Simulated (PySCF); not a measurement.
# RuNH: structure of the triplet

The task is one start of a wider search on RuNH: the triplet, from a PBE0 minimum start. It is relaxed, tested by its Hessian and followed downhill if it is a saddle.

Method: PBE0, basis Ru def2-TZVP with ECP28, N def2-TZVP, H def2-TZVP, scalar-relativistic core potentials, no spin–orbit coupling, density fitting; program: PySCF 2.14.0.

**1. Where the work starts**

3 atoms, charge 0, spin multiplicity 3.

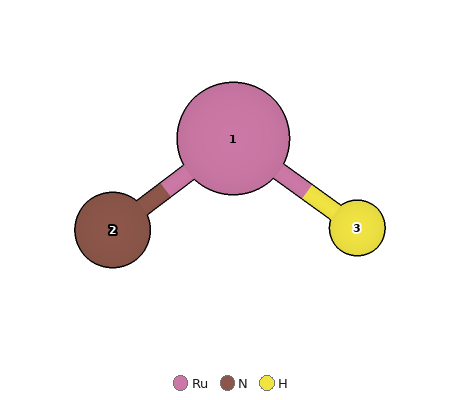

Start geometry, drawn with ruthenium pink, nitrogen brown, hydrogen yellow; atoms are numbered from 1 in the order of the file.

Coordinates in bohr (charge 0 multiplicity 3):
```
Ru    0.2278   -0.0218    0.2702
N    -1.5440    0.1478   -2.1610
H    -1.5854    0.1518    2.7075
```

**2. First SCF at the start**

The steps below are one call of a driver around PySCF. For each, scf.py gives the equivalent set-up of the SCF; relaxations use the driver's own optimiser. After this first run the driver tries any further starts and a stability analysis.

File scf.py:

```python
from pyscf import gto, scf, dft
mol = gto.M(atom='''
Ru     0.120550    -0.011539     0.142976
N     -0.817049     0.078211    -1.143542
H     -0.838940     0.080306     1.432743''',
    basis={'Ru': 'def2-TZVP', 'N': 'def2-TZVP', 'H': 'def2-TZVP'},
    ecp={'Ru': 'def2-TZVP'},
    charge=0, spin=2)
mf = dft.UKS(mol, xc='PBE0')
mf.grids.atom_grid = (50, 194)
aux = {'Ru': 'def2-universal-JKFIT', 'N': 'def2-universal-JKFIT', 'H': 'def2-universal-JKFIT'}
mf = mf.density_fit(auxbasis=aux)
mf.conv_tol = 1e-08
mf.diis_space = 10
mf.max_cycle = 60
mf.init_guess = 'minao'
mf.verbose = 4
mf.kernel()
```

Run with:

```sh
$ OMP_NUM_THREADS=2 python axn.py task.json out
```

Output:

```text
init E= -142.272483023181
[... the frontier-level lines of each cycle are left out ...]
cycle= 1 E= -149.459491523466  delta_E= -7.19  |g|= 1.28  |ddm|= 3.15
cycle= 2 E= -143.115405042089  delta_E= 6.34  |g|= 3.09  |ddm|= 4.59
cycle= 3 E= -149.684402492675  delta_E= -6.57  |g|= 0.962  |ddm|= 4.54
cycle= 4 E= -149.953471469475  delta_E= -0.269  |g|= 0.507  |ddm|= 0.587
cycle= 5 E= -150.078351340523  delta_E= -0.125  |g|= 0.106  |ddm|= 0.472
cycle= 6 E= -150.08309736566  delta_E= -0.00475  |g|= 0.0437  |ddm|= 0.0778
cycle= 7 E= -150.083833919693  delta_E= -0.000737  |g|= 0.0288  |ddm|= 0.0307
cycle= 8 E= -150.084400283787  delta_E= -0.000566  |g|= 0.0143  |ddm|= 0.0347
cycle= 9 E= -150.084626429856  delta_E= -0.000226  |g|= 0.00308  |ddm|= 0.0265
cycle= 10 E= -150.08466021244  delta_E= -3.38e-05  |g|= 0.00244  |ddm|= 0.00948
cycle= 11 E= -150.084680600403  delta_E= -2.04e-05  |g|= 0.00124  |ddm|= 0.00775
cycle= 12 E= -150.084689676992  delta_E= -9.08e-06  |g|= 0.0005  |ddm|= 0.00754
cycle= 13 E= -150.084690539074  delta_E= -8.62e-07  |g|= 0.000213  |ddm|= 0.00201
cycle= 14 E= -150.084691196587  delta_E= -6.58e-07  |g|= 0.000207  |ddm|= 0.00217
cycle= 15 E= -150.084690989783  delta_E= 2.07e-07  |g|= 0.0002  |ddm|= 0.000694
cycle= 16 E= -150.084689833783  delta_E= 1.16e-06  |g|= 9.79e-05  |ddm|= 0.00639
cycle= 17 E= -150.084689749919  delta_E= 8.39e-08  |g|= 3.12e-05  |ddm|= 0.0021
cycle= 18 E= -150.084689752188  delta_E= -2.27e-09  |g|= 2.11e-05  |ddm|= 0.000181
Extra cycle  E= -150.0846897519  delta_E= 2.88e-10  |g|= 5.51e-05  |ddm|= 5.52e-05
converged SCF energy = -150.0846897519  <S^2> = 2.013333  2S+1 = 3.0088755
```

This step, with its further starts and checks, needed 17 s of wall time on 2 threads of Arm Neoverse N1, shared host.

Energies from each starting density:

| start | energy (Eh) |
| --- | --- |
| the minimal-basis guess | -150.084690 |
| a thermally smeared density | -150.097770 |
| a smeared PBE density | -150.097770 |

This is not the lowest solution: one lies 34.3 kJ/mol lower, at -150.09777 Eh, and the relaxation starts from that.

**3. Relaxing the triplet from the PBE0 minimum start**

The program finds Cs symmetry in the start, which this walk keeps.

Edit scf.py of step 2 so:

```diff
@@ -3,3 +3,3 @@
-Ru     0.120550    -0.011539     0.142976
-N     -0.817049     0.078211    -1.143542
-H     -0.838940     0.080306     1.432743''',
+Ru     0.120568    -0.011541     0.142970
+N     -0.817031     0.078209    -1.143548
+H     -0.838922     0.080304     1.432737''',
@@ -16 +15,0 @@
-mf.init_guess = 'minao'
```

Energy and gradient, step by step:

| step | energy (Eh) | change (kJ/mol) | largest symmetric gradient (Eh/bohr) |
| --- | --- | --- | --- |
| 0 | -150.097770 | 0.00 | 0.00004 |

The walk took 1.8 s.

After 0 steps and 0.0 kJ/mol it ends at Cs: Ru–H 1.610 Å, Ru–N 1.594 Å; H–Ru–N 107.0°.

**4. Hessian and properties**

The point is checked on the finer grid, and tightened if its gradient asks for it. The Hessian and the dipole derivatives come from central differences of analytic gradients, with steps of 0.02 bohr.

Edit scf.py of step 3 so:

```diff
@@ -10 +10 @@
-mf.grids.atom_grid = (50, 194)
+mf.grids.atom_grid = (75, 302)
@@ -13 +13 @@
-mf.conv_tol = 1e-08
+mf.conv_tol = 1e-10
```

This SCF starts from the last density.

Log of the central SCF (cycles and frontier levels):

```text
init E= -150.097773240241
[... the frontier-level lines of each cycle are left out ...]
cycle= 1 E= -150.097773240237  delta_E= 3.35e-12  |g|= 4.45e-06  |ddm|= 3.74e-06
Extra cycle  E= -150.097773240114  delta_E= 1.23e-10  |g|= 1.89e-05  |ddm|= 1.05e-05
converged SCF energy = -150.097773240114  <S^2> = 2.020516  2S+1 = 3.0136463
```

The whole step took 59 s.

Geometry: Cs; Ru–H 1.610 Å, Ru–N 1.594 Å; H–Ru–N 107.0°.

Modes, for the most abundant isotopes:

```json
{"symmetry": "a'", "ω (cm⁻¹)": "622", "IR (km/mol)": "51.8"}
{"symmetry": "a'", "ω (cm⁻¹)": "1118", "IR (km/mol)": "114"}
{"symmetry": "a'", "ω (cm⁻¹)": "2003", "IR (km/mol)": "112"}
```

No imaginary mode, so this is a minimum.

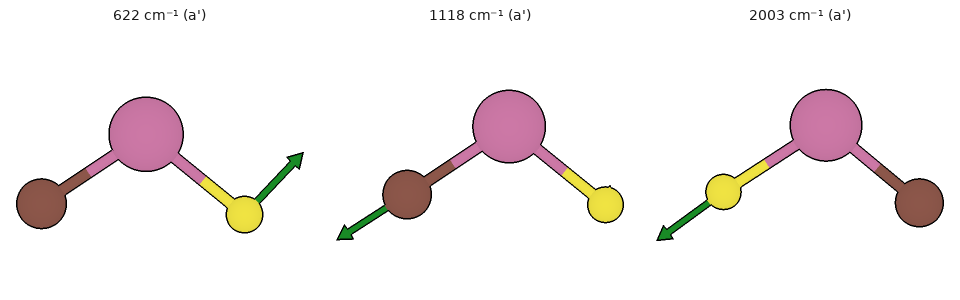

How the atoms move in 3 of the modes.

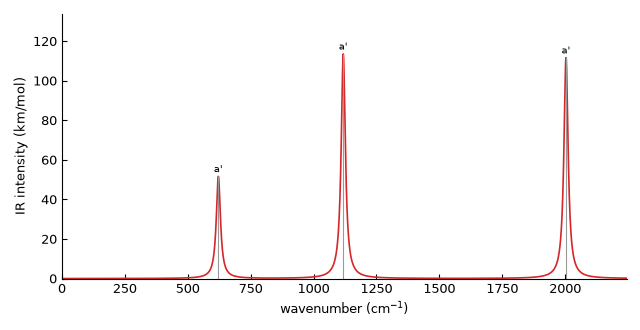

The harmonic infrared spectrum (widths in cm⁻¹). Lines are broadened to a width of 20 cm⁻¹ (Lorentzian).

Constants and moments:

* Dipole moment: 2.37 D
* Highest occupied level: -5.83 eV
* Lowest empty level: -3.33 eV
* Rotational constants: 7.226, 0.5305, 0.4942 cm⁻¹
* Zero-point energy: 22.4 kJ/mol
* Principal polarisabilities: 45.5, 47.8, 52.2 bohr³
* Atomisation energy without zero-point energy: 679 kJ/mol
* Principal traceless quadrupole moments about the centre of mass: -2.89, -0.03, 2.92 D Å
* Entropy at 298.15 K and 1 bar (electronic part: spin only): 260.4 J/(mol K)
* Heat capacity Cp at 298.15 K: 38.5 J/(mol K)
* Enthalpy at 298.15 K above 0 K: 10.37 kJ/mol
* Rotational symmetry number: 1
* Spin squared ⟨S²⟩: 2.021

Populations by atom (charges in e):

```csv
atom,Mulliken,Löwdin,polar tensor,spin (Mulliken),Mayer order to Ru1
Ru1,0.49,0.24,0.76,1.76,–
N2,-0.43,-0.20,-0.54,0.25,2.75
H3,-0.06,-0.05,-0.21,-0.01,0.94
```

Outer orbital energies (eV). α occupied: -21.43, -11.52, -11.10, -10.90, -10.02, -8.06, -7.58, -5.83; empty: -3.06, -1.41, -0.82, 0.31. β occupied: -51.88, -51.58, -21.05, -10.75, -10.53, -10.14, -9.00, -7.40; empty: -3.33, -2.47, -2.30, -0.84.

Mulliken populations on Ru1 (outside its core potential): s 2.64, p 6.27, d 6.58, f 0.01.

**5. What came out**

| quantity | value |
| --- | --- |
| minimum | triplet, Cs |
| geometry | Ru–H 1.610 Å, Ru–N 1.594 Å; H–Ru–N 107.0° |
| wavenumbers (cm⁻¹) | 622 (a'), 1118 (a'), 2003 (a') |
| dipole moment | 2.37 D |
| highest occupied, lowest empty level (either spin) | -5.83, -3.33 eV |
| polar-tensor charge of Ru1 | +0.76 e |
| zero-point energy | 22.4 kJ/mol |
| entropy at 298.15 K | 260.4 J/(mol K) |
| atomisation energy (no zero-point energy) | 679 kJ/mol |
| ⟨S²⟩ | 2.021 |

In words: The PBE0 minimum start keeps its Cs symmetry and ends in a minimum. In the infrared the band at 1118 cm⁻¹ (a', stretch) leads. Most of the spin sits on Ru1 (Mulliken spin 1.76, against 2 for the whole molecule). The first SCF alone would have been 34 kJ/mol too high. Other starts or spin states, not run here, may lie lower. One determinant may miss the lowest occupation of an open d or f shell.

The search up to here took 79 s.
